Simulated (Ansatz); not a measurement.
Consider F₃H₃NOTa···HCl.

Input

```
crystal:
  periodic: [false, false, false]
  atoms:
    - { symbol: Ta, position_ang: [-0.041553, 0.177848, 0.073654] }
    - { symbol: "N", position_ang: [2.05575, 0.160838, 0.071188] }
    - { symbol: H, position_ang: [2.574522, 0.521565, 0.866841] }
    - { symbol: H, position_ang: [2.617303, 0.114061, -0.774513] }
    - { symbol: F, position_ang: [0.231805, 0.536259, 1.910054] }
    - { symbol: O, position_ang: [0.037545, -0.373428, -1.714239] }
    - { symbol: H, position_ang: [0.170121, -0.822739, -2.546434] }
    - { symbol: F, position_ang: [-0.797306, 1.847238, -0.253622] }
    - { symbol: F, position_ang: [-1.273008, -1.149029, 0.553274] }
    - { symbol: Cl, position_ang: [1.389043, -3.119182, 0.82594] }
    - { symbol: H, position_ang: [2.110279, -2.00383, 0.680256] }
basis:
  gaussian: { orbitals: def2-SVP }
hamiltonian:
  xc: pbe0
  dispersion: d4
relax:
  f_tol: 0.03
  max_steps: 50
output:
  orbitals: {}
```

Command:

```sh
ansatz run input.yaml --threads 4 --pin off --max-ram 5120MiB --backend cpu --events-out ev --progress --plain --runs-dir out
```

The fields are those of the run's last geometry, not of the input's.

Core potentials replace the inner electrons of Ta.

Computed with Ansatz 0.2.0, RKS PBE0-D4/def2-SVP.

**Predict the electron density and electron localisation function between the atoms.**

Ta–F (1.89 Å): ρ at the midpoint is about 0.97 e/Å³; the ELF peaks at about 0.85 in the valence shell of F, 0.5 Å from its nucleus, and drops to about 0.25 between the two atoms.
Ta–O (1.87 Å): the density is about 1 e/Å³ at the midpoint; the ELF peaks at about 0.80 in the valence shell of O, 0.6 Å from its nucleus, and drops to about 0.20 between the two atoms.
Ta–N (1.99 Å): ρ at the midpoint is about 0.97 e/Å³; the ELF peaks at about 0.90 in the valence shell of N, 0.7 Å from its nucleus, and is about 0.35 at the midpoint.
O–H (0.96 Å): the density is about 3.7 e/Å³ at the midpoint; the ELF climbs to about 1 towards the hydrogen, as it does in any bond to H; a covalent bond by its length.

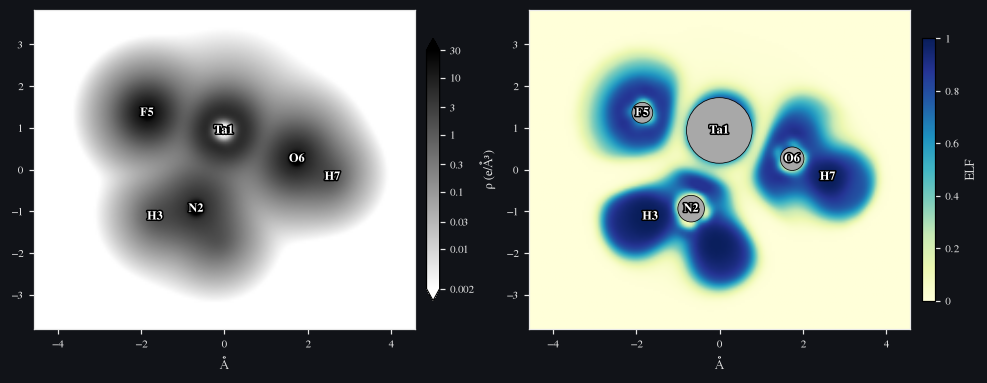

Computed electron density and electron localisation function on the plane of atoms N2, Ta1 and O6, in this order. Grey discs cover the atomic cores in the ELF map. 
